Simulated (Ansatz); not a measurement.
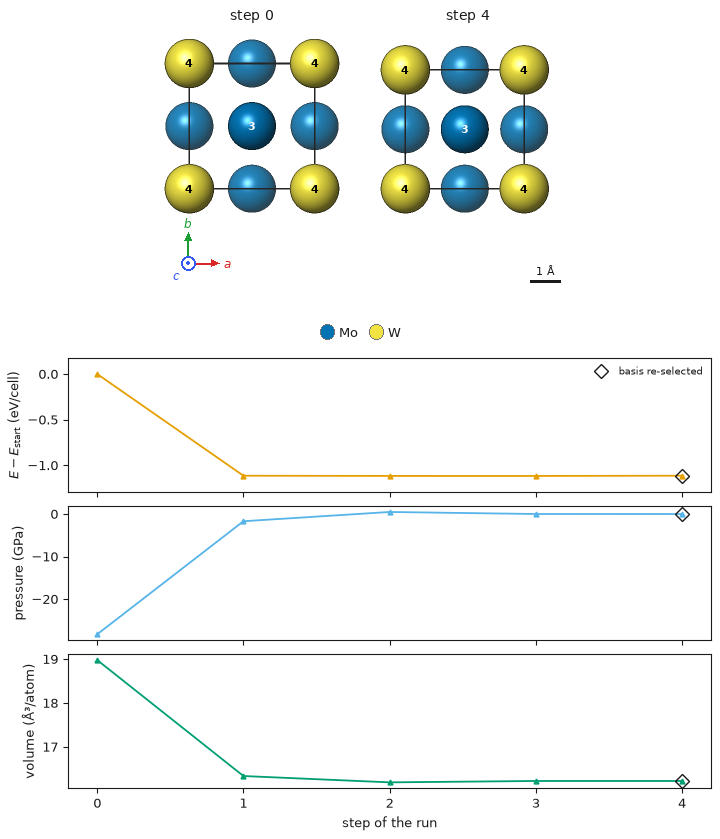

First and last geometry of a relaxation of solid Mo3W (a generated structure, set up in Pm-3m) (coarse preliminary run), with the history of the run. A spheres-only model of the cell of the calculation, seen along the c axis.

Level of theory: DFT PBE, scalar-relativistic, plane waves, PAW (Ansatz 0.2.0). (plane-wave cutoff 420 eV; k-point mesh 4 × 4 × 4; occupations gaussian; smearing width 0.1 eV; no spin polarisation; cell and atoms relaxed; force threshold 0.04 eV/Å; at most 70 steps)

### Read the history and describe the run.

It converged. No atom moves by more than 0.005 Å relative to the cell. The volume changes by −14.5 %, with a = b = c 4.234 → 4.018 Å (−5.1 %). Near-neighbour distances that change, for instance: Mo–W 2.994 → 2.841 Å, Mo–Mo 2.994 → 2.841 Å. The space group stays Pm-3m (No. 221). Over 3 accepted moves (4 points after the start) the energy falls by 1.113 eV per cell of the calculation. All forces vanish by symmetry, so only the cell relaxes. Pressure: −28.24 GPa at the start and −0.01 GPa at the end. At 1 point the geometry stayed and the basis and grid were re-selected for the new cell (energy shift of 2.7 meV per cell of the calculation at most each time).

```csv
step,"E − E(0), meV/atom","pressure, GPa","volume, Å³/atom",note
0,0.00,-28.24,18.978,
1,-278.32,-1.70,16.336,
2,-278.92,0.48,16.191,
3,-278.96,0.00,16.223,
4,-278.28,-0.01,16.223,"same geometry, new basis"
```

Limits of the set-up: the k-point mesh is coarse for a cell with partly filled bands.
